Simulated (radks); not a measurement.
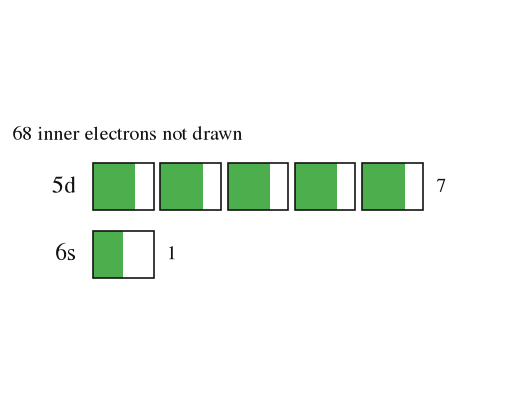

*The outer shells as the input fills them: a box for each of the 2l + 1 orbitals, shaded by the share of the shell that is filled, with the electron count at the right.*

# Atomic calculation for Ir⁺

System: the iridium ion Ir⁺ in the configuration [Xe] 4f14 5d7 6s1 (open shells shared over both j by 2j + 1).
Method: Dirac Kohn-Sham, BLYP, spin-unpolarised, spherical densities, point nucleus (the in-house radial solver radks).

Input:
```
Z 77
configuration [Xe] 4f14 5d7 6s1
relativity Dirac
functional b88,lyp
spin unpolarised
j_filling average
nucleus point
c 137.035999084
threshold 0.01
max_iterations 97
```

Energies in input and log are in hartree, lengths in bohr.

Launched within a batch (the task file carries these settings):
```bash
python <driver script> task.json out
```

Output:
```
1s1/2   1   2.0000       -2794.30489749
2s1/2   1   2.0000        -488.69323490
2p1/2   1   2.0000        -468.10700211
2p3/2   1   4.0000        -408.26802787
3s1/2   1   2.0000        -114.51246458
3p1/2   1   2.0000        -105.30020014
3p3/2   1   4.0000         -92.19852098
3d3/2   1   4.0000         -76.83381546
3d5/2   1   6.0000         -74.00287481
4s1/2   1   2.0000         -24.65484626
4p1/2   1   2.0000         -20.77030244
4p3/2   1   4.0000         -17.67006912
4d3/2   1   4.0000         -11.30794062
4d5/2   1   6.0000         -10.73267514
4f5/2   1   6.0000          -2.64102787
4f7/2   1   8.0000          -2.52638909
5s1/2   1   2.0000          -3.89441050
5p1/2   1   2.0000          -2.67457301
5p3/2   1   4.0000          -2.17399620
5d3/2   1   2.8000          -0.58626977
5d5/2   1   4.2000          -0.53983831
6s1/2   1   1.0000          -0.49895013
Etot -17858.671662854234
Ekin 20359.479809431687
Encl -44805.2702336611
Eh 6936.803673812239
Exc -349.68491243706285
err 0.002419124207176627
it 9
```

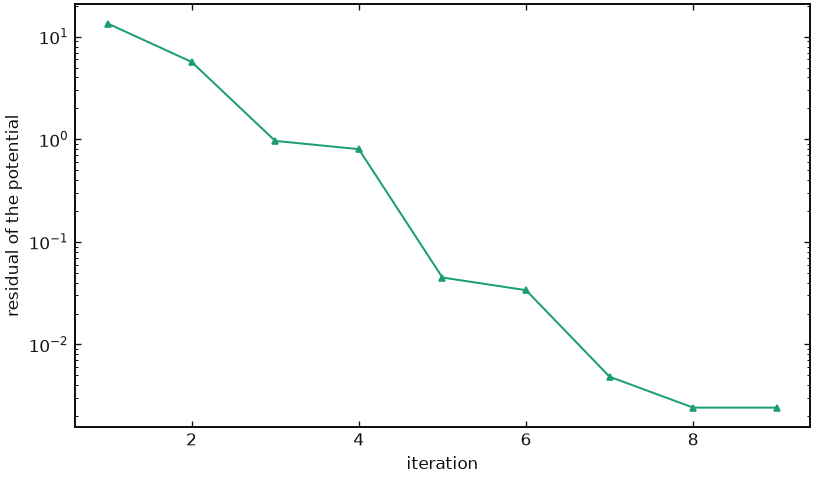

*Convergence: residual of the potential against the iteration.*

The residual falls almost steadily, with no more than small rises or pauses. It goes from 13 to 0.0024 in 9 steps.

Outcome:

```
                       quantity                                                                 value
                        outcome                                                             converged
                   total energy                                                   −17858.6717 hartree
                 kinetic energy                                                    20359.4798 hartree
        electron–nucleus energy                                                   −44805.2702 hartree
                 Hartree energy                                                     6936.8037 hartree
    exchange–correlation energy                                                   −349.684912 hartree
radius at density 0.001 e/bohr³                                                             4.11 bohr
                 SCF iterations                                                                     9
                       hardware  1 thread of Arm Neoverse N1, 77 GiB of memory available, shared host
```

What is odd here:

A numerical setting was moved from its usual value: convergence threshold tolx = 0.01. The program ran to the end, and its total energy equals that of the same run with the usual input (−17858.67166 hartree) within 10⁻⁵ hartree, so the oddity leaves no trace in it.
